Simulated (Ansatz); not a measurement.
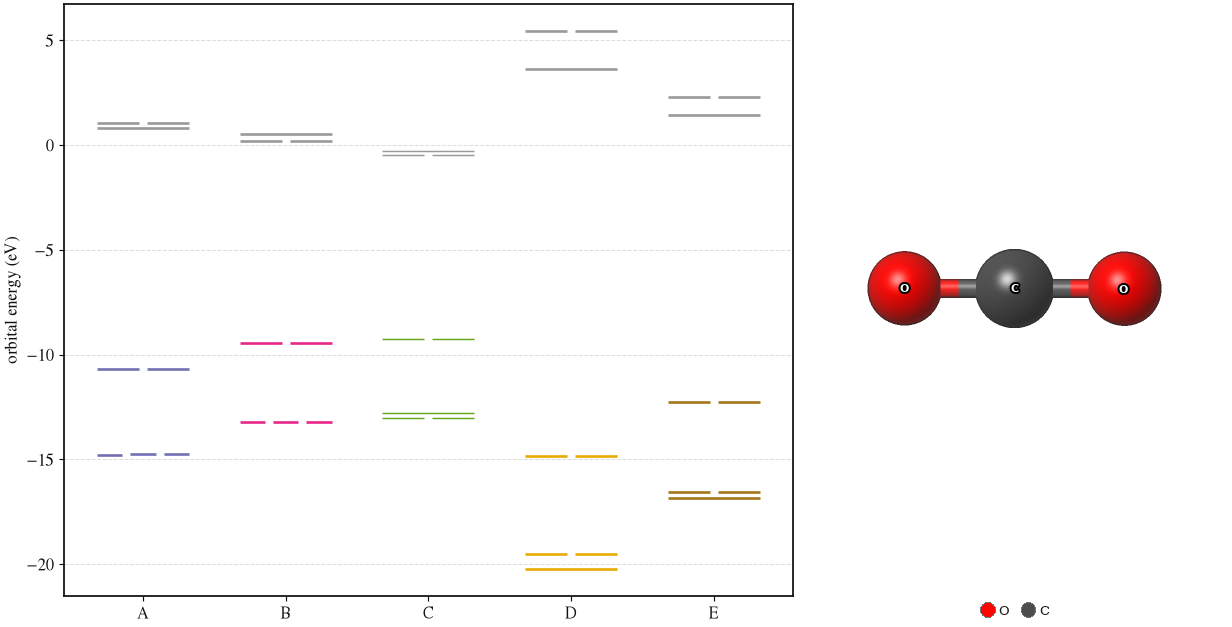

Frontier orbital energies of CO₂, SMILES O=C=O at one geometry, def2-TZVPP, the Ansatz code 0.2.0, at a PBE0-D4/def2-TZVP geometry (a minimum by its frequencies). Empty levels are grey, levels within 0.1 eV stand side by side; all columns show the same few orbitals around the gap.

> The columns come from BHLYP, HF, LDA (SPW92), PBE0 and r2SCAN. Which is which?

A: PBE0 (HOMO −10.69, LUMO 0.81, separation 11.50 eV)
B: r2SCAN (HOMO −9.42, LUMO 0.22, separation 9.64 eV)
C: LDA (SPW92) (HOMO −9.27, LUMO −0.46, separation 8.81 eV)
D: HF (HOMO −14.81, LUMO 3.65, separation 18.47 eV)
E: BHLYP (HOMO −12.28, LUMO 1.43, separation 13.71 eV)

Limits of at least one run: empty levels above zero depend strongly on the basis.
